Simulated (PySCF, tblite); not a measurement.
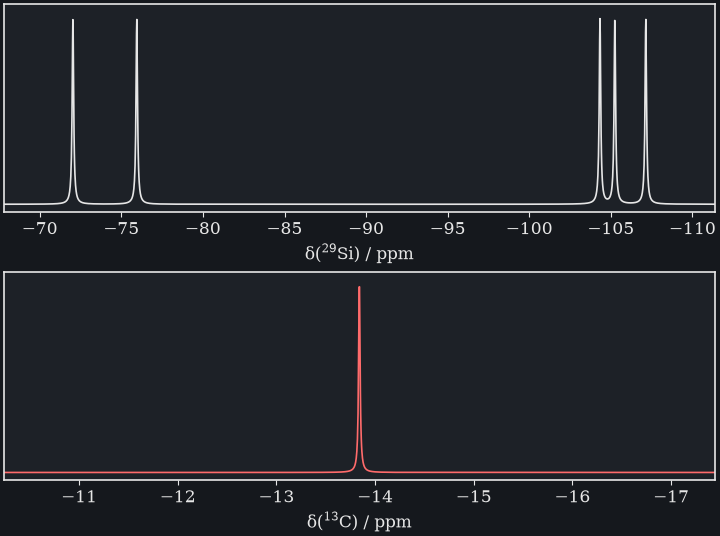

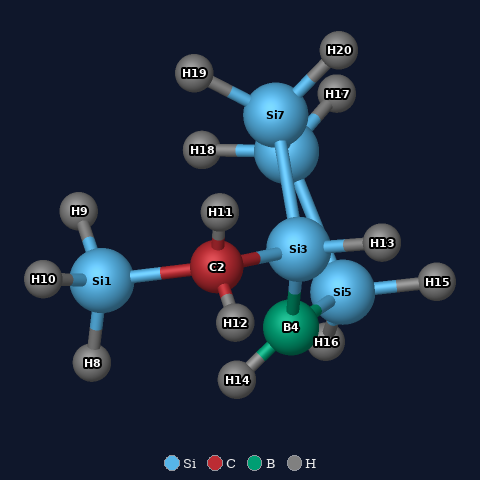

Spectrum and numbered structure of CH₁₃BSi₅, SMILES [SiH3]C[Si@H]1B[SiH2][SiH2][SiH2]1. GIAO shifts, PBE0/pcSseg-1 with PySCF 2.14.0, at a GFN2-xTB geometry (a minimum by its frequencies), against TMS for ²⁹Si and TMS for ¹³C computed at the same level. Gas phase, fully decoupled, line heights follow the number of nuclei, widths are arbitrary (no quadrupolar broadening); values of one conformer, averaged over methyl-type rotors and exact or near symmetry; other conformers aren't averaged in.

> Assign the ²⁹Si signals to the numbered atoms.

| δ (ppm) | nuclei | atoms |
| --- | --- | --- |
| −72.0 | 1 | Si3 |
| −75.9 | 1 | Si1 |
| −104.3 | 1 | Si5 |
| −105.2 | 1 | Si7 |
| −107.1 | 1 | Si6 |

The order of signals that lie close, as those under 3 ppm apart, is within the error of the method.

> Where does the ¹³C line lie?

At −13.8 ppm (C2).

Caveats: the tight-binding geometry is rougher than a DFT one and adds to the error.
